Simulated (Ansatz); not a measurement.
Process, species as SMILES: C=C=O → [CH-]=C=O + H+
B3LYP-D3(BJ)/def2-TZVP geometries, fixed; electronic energies without zero-point terms.
Largest species:
```xyz
5

C      0.0091     0.0017    -1.2056
C     -0.0008    -0.0001     0.1027
H      0.0282     0.9401    -1.7377
H     -0.0018    -0.9351    -1.7406
O     -0.0096    -0.0018     1.2620
```
Charge 0, spin multiplicity 1.

Basis-set convergence of the deprotonation energy at HF with Ansatz (a quantum-chemistry and plane-wave program). All functions are spherical. No added dispersion term, no relativity. Functions are those of the species that has most. Reference: the value in aug-pcseg-3, 382.25 kcal/mol, itself unsure by roughly 0.18 kcal/mol (its mean distance from aug-cc-pVQZ, def2-QZVPPD). Deviations are taken from unrounded values.

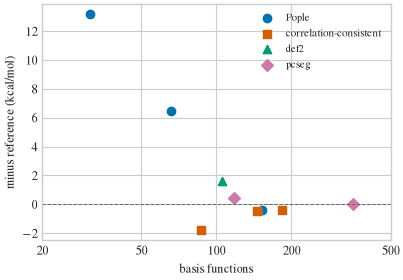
Deviation from the reference against the number of basis functions, by family of sets.

```json
[
 {"basis": "3-21G", "functions": "31", "deprotonation energy (kcal/mol)": "395.40", "minus reference (kcal/mol)": "13.15"},
 {"basis": "6-311G**", "functions": "66", "deprotonation energy (kcal/mol)": "388.71", "minus reference (kcal/mol)": "6.47"},
 {"basis": "aug-cc-pVDZ", "functions": "87", "deprotonation energy (kcal/mol)": "380.49", "minus reference (kcal/mol)": "-1.76"},
 {"basis": "def2-TZVP", "functions": "105", "deprotonation energy (kcal/mol)": "383.84", "minus reference (kcal/mol)": "1.59"},
 {"basis": "pcseg-2", "functions": "118", "deprotonation energy (kcal/mol)": "382.70", "minus reference (kcal/mol)": "0.46"},
 {"basis": "jun-cc-pV(T+d)Z", "functions": "145", "deprotonation energy (kcal/mol)": "381.78", "minus reference (kcal/mol)": "-0.46"},
 {"basis": "6-311++G(3df,3pd)", "functions": "153", "deprotonation energy (kcal/mol)": "381.85", "minus reference (kcal/mol)": "-0.40"},
 {"basis": "aug-cc-pVTZ", "functions": "184", "deprotonation energy (kcal/mol)": "381.88", "minus reference (kcal/mol)": "-0.37"},
 {"basis": "aug-pcseg-3", "functions": "353", "deprotonation energy (kcal/mol)": "382.25", "minus reference (kcal/mol)": "0.00"}
]
```
